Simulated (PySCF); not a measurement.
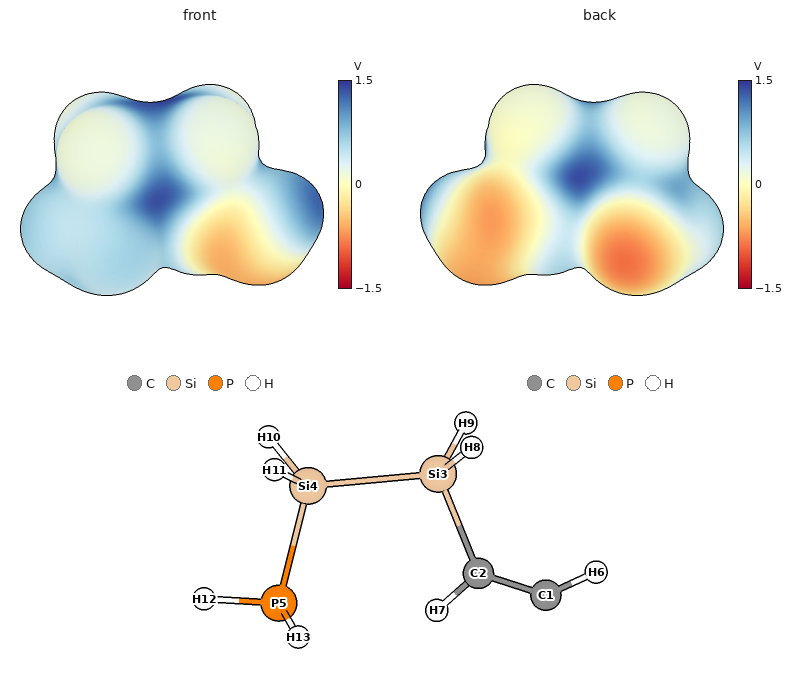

C2H8PSi2 (SMILES [H]/[C]=C\[SiH2][SiH2]P) (doublet). The electrostatic potential painted on the density surface at 0.002 e/bohr³, seen from the front and from behind; the colour scale runs from red (negative) to blue (positive). The bare structure is drawn below in the same view.

Geometry: GFN2-xTB.

These are results of UKS B3LYP, pcH-1 on C H P Si, non-relativistic, mean-field spin-orbit, GIAO (PySCF 2.14.0, density-fitted response routines), not measurements.

```xyz
13

C    -2.8149    0.9723   -0.3225
C    -1.5729    0.6901   -0.4567
Si   -0.7884   -1.0800   -0.2905
Si    1.4793   -0.7675    0.0887
P     1.9297    1.4215   -0.1444
H    -3.7196    0.4542   -0.0981
H    -0.8308    1.4500   -0.6906
H    -1.4966   -1.7894    0.7809
H    -1.0853   -1.8088   -1.5303
H     2.3501   -1.4240   -0.8946
H     1.9324   -1.2522    1.4014
H     3.2100    1.3468    0.3659
H     1.4027    1.7875    1.0798
```

Question: Which sites attract a positive test charge, and which a negative one?

Answer: A positive charge is drawn to the negative regions and a negative charge to the positive ones. The most negative region (about −0.8 V) lies over P5, the most positive (about +1.4 V) over Si3 and Si4.
